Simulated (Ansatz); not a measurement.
Consider MgO in the rock salt structure (space group Fm-3m, No. 225; a = 4.254 Å).

It is then changed as follows: a hydrostatic pressure of 50 GPa.

Calculations: PBE (Ansatz, a quantum-chemistry and plane-wave program, PAW, without spin-orbit coupling), earlier PAW set.

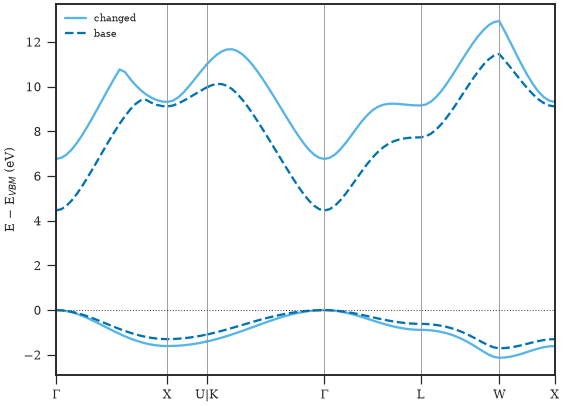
Fig. 1. Highest valence and lowest conduction band along the path, each from its own valence-band maximum

Question: From the figure, how large is the changed gap, and is it direct?

Answer: About 6.8 eV, direct at Γ.

Load acts through the strain it causes; cell and atoms are relaxed under it. Whether these cells are dynamically stable was not tested. No other phases were tried under pressure.
